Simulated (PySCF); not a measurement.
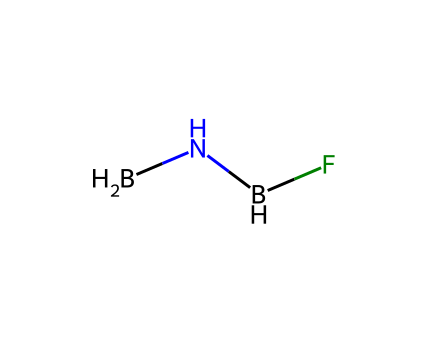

The geometry was computed by an optimisation with PBE0-D3(BJ)/def2-SVP. No frequency run is at hand to confirm it as a minimum. Method: ωB97X-D/def2-SVPD, gas phase (PySCF 2.14.0). Excitations: vertical, linear response.

What does the calculation give?

The species is B₂FH₄N (`BNBF`).
- dipole moment: 0.93 D
- HOMO energy (Kohn–Sham orbital): −11.36 eV
- LUMO energy (Kohn–Sham orbital): 0.89 eV
- HOMO–LUMO gap: 12.25 eV
- mean static polarisability: 37.8 bohr³
- lowest vertical singlet excitation: 6.72 eV
- its oscillator strength: 0.000
- brightest of the 10 lowest singlets: 7.76 eV
- its oscillator strength: 0.32
